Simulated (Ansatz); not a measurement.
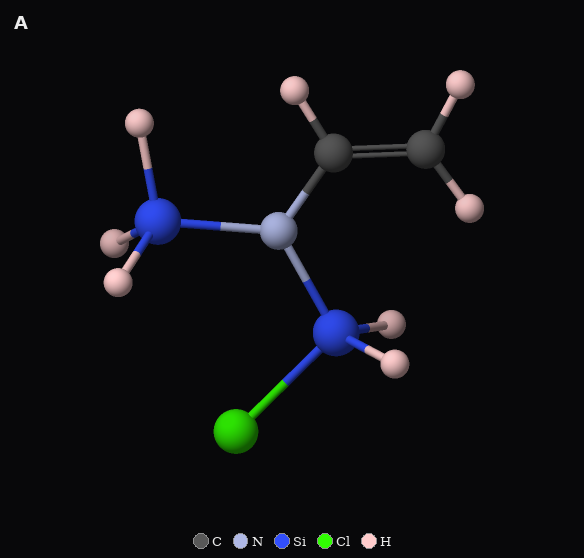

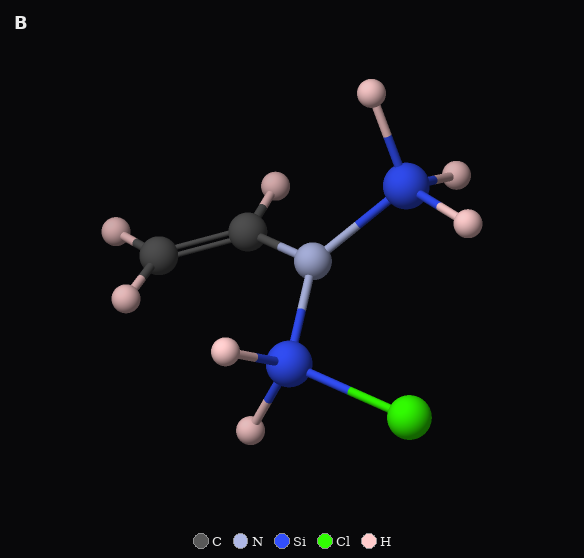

2 stationary structures of one formula. Geometries: PBE0-D4/def2-TZVP. Electronic energies: CCSD(T)/CBS (MP2 limit from def2-TZVPP and def2-QZVPP plus CCSD(T) − MP2) (Ansatz 0.2.0), without zero-point energy. No frequency run is at hand to confirm each as a minimum.

> How are they related?

They are conformers of C2H8ClNSi2: `C=CN([SiH3])[SiH2]Cl`.

> Which structure is the most stable?

A is lowest; B lies 3.7 kJ/mol above it.

Give E(B) − E(A) in kJ/mol at these levels too: PBE0-D4/def2-TZVP; RHF-MP2 (frozen core)/def2-QZVPP; RHF-CCSD(T) (frozen core)/def2-TZVPP; ωB97X-V/def2-TZVPP; CCSD(T)/CBS (MP2 limit from def2-TZVPP and def2-QZVPP plus CCSD(T) − MP2); PBE-D4/def2-TZVPP; ωB97M-V/def2-TZVPP; PBE0-D4/def2-TZVPP.

```
                                                                    level  E(B) − E(A) (kJ/mol)
                                                        PBE0-D4/def2-TZVP                  +4.4
                                         RHF-MP2 (frozen core)/def2-QZVPP                  +4.1
                                     RHF-CCSD(T) (frozen core)/def2-TZVPP                  +3.7
                                                       ωB97X-V/def2-TZVPP                  +4.4
CCSD(T)/CBS (MP2 limit from def2-TZVPP and def2-QZVPP plus CCSD(T) − MP2)                  +3.7
                                                        PBE-D4/def2-TZVPP                  +4.3
                                                       ωB97M-V/def2-TZVPP                  +4.7
                                                       PBE0-D4/def2-TZVPP                  +4.5
```
